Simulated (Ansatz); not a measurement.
**CH₃ClSi: density, localisation and related maps**

Input file:

```
crystal:
  periodic: [false, false, false]
  atoms:
    - symbol: C
      position_ang: [1.064946, -0.014355, 0.700588]
    - symbol: Cl
      position_ang: [0.382577, 2.789359, -0.907389]
    - symbol: Si
      position_ang: [1.543469, 1.175847, -0.409511]
    - symbol: H
      position_ang: [1.733583, -0.851299, 0.921883]
    - symbol: H
      position_ang: [0.104848, 0.005230, 1.220984]
    - symbol: H
      position_ang: [2.824011, 1.211540, -1.147397]
basis:
  gaussian:
    orbitals: def2-TZVPD
hamiltonian:
  xc: {name: PBE0}
output: {forces: true, orbitals: {seedname: orbitals}}
```

Launched as:

```sh
ansatz run input.yaml --threads 1 --pin off --max-ram 2610MiB --events-out events.jsonl --progress --plain --runs-dir runs
```

Geometry: PBE0-D3(BJ)/def2-SVP.

All numbers below come from isolated molecule in a Gaussian basis; Kohn-Sham density functional theory, functional PBE0 (Ansatz).

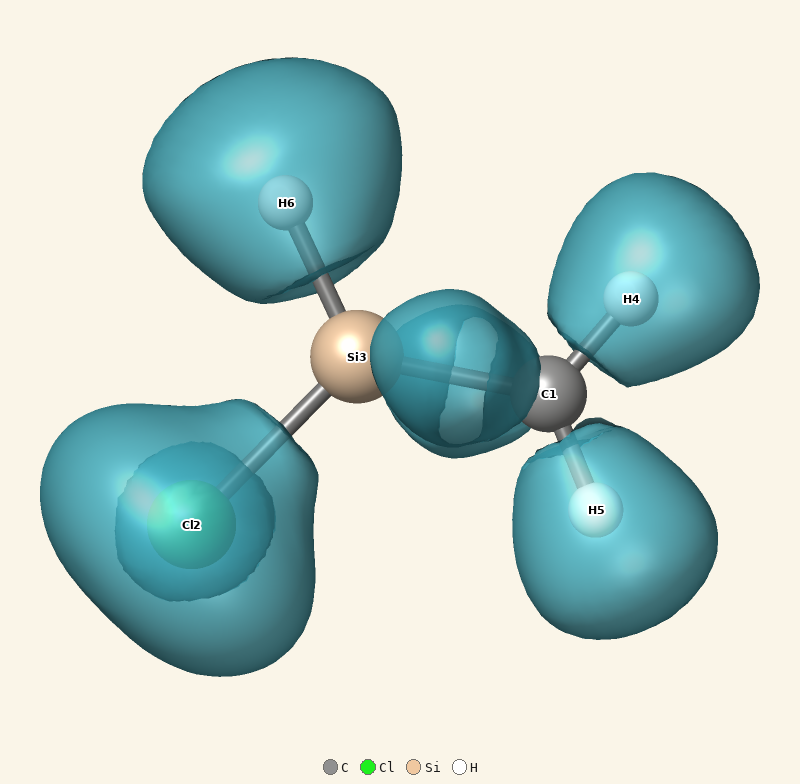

Figure 1. Isosurface of the electron localisation function at 0.75 (cyan), seen across its widest extent. Core shells and regions of very low density are left out.

Q: Identify the bonds, lone pairs and shells in this picture.

A: At this value the surface marks out one region between bonded C–Si atoms (shared pairs), three regions around hydrogen nuclei and one region on Cl in which the atom's valence shell and bonds are merged. Profiles from the grid: C–Si (1.70 Å): the ELF peaks at about 0.90 between the atoms; localised, covalent bonding. Si–Cl (2.05 Å): the ELF peaks at about 0.85 between the atoms; a shared but strongly polarised pair.

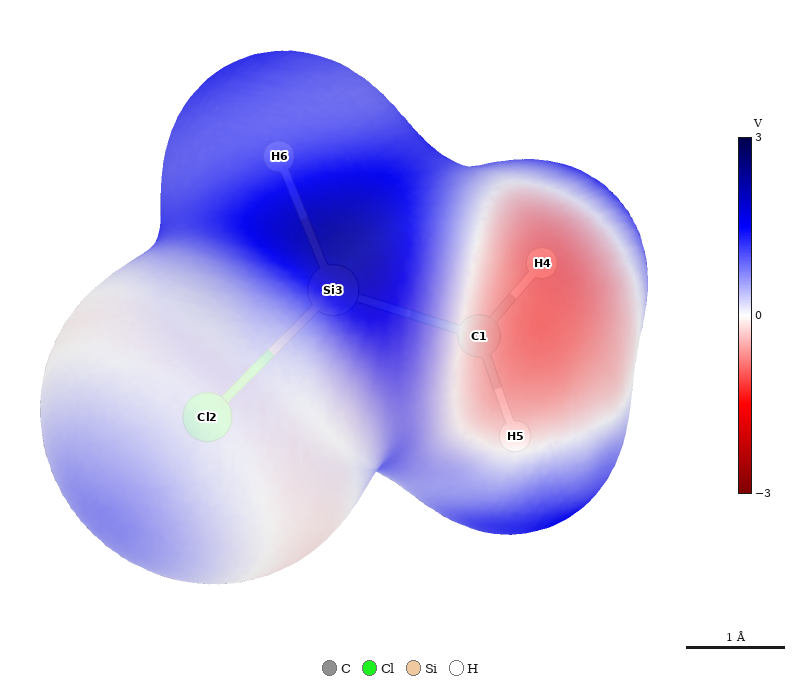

Figure 2. The molecular electrostatic potential painted on the density surface at 0.004 e/bohr³, seen at a tilt; red is negative and blue positive.

Q: Describe the electrostatic potential map.

A: The most negative region (about −0.9 V, or −21 kcal/mol for a unit charge) lies over the π face of C1, the most positive (about +2.2 V, or +51 kcal/mol for a unit charge) over Si3. Cl2 shows a σ-hole: about +0.7 V, or +16 kcal/mol for a unit charge at the tip opposite its bond, against about 0.0 V on its flanks.

Q: What dipole moment does the calculation give?

A: Its dipole moment is 0.89 D.

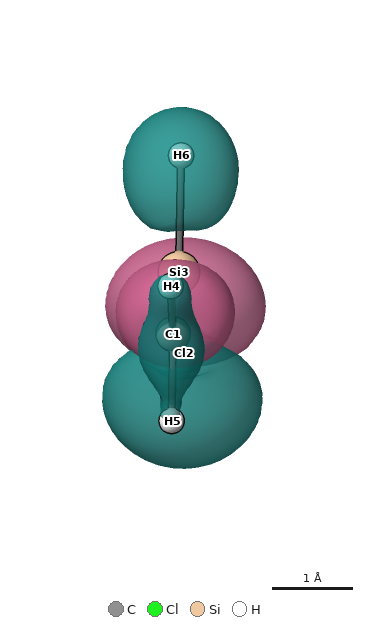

Figure 3. The HOMO−1 at ±0.15 Å⁻³ᐟ² (teal and pink are the two phases), seen at an oblique angle.

Q: What is the character of this orbital?

A: It lies mainly on Cl2 (about 65 %), Si3 (about 15 %), C1 (about 10 %) and H6 (about 10 %); it is symmetric in the molecular plane (an in-plane orbital: σ, lone-pair or in-plane π type). Its energy is −9.50 eV.
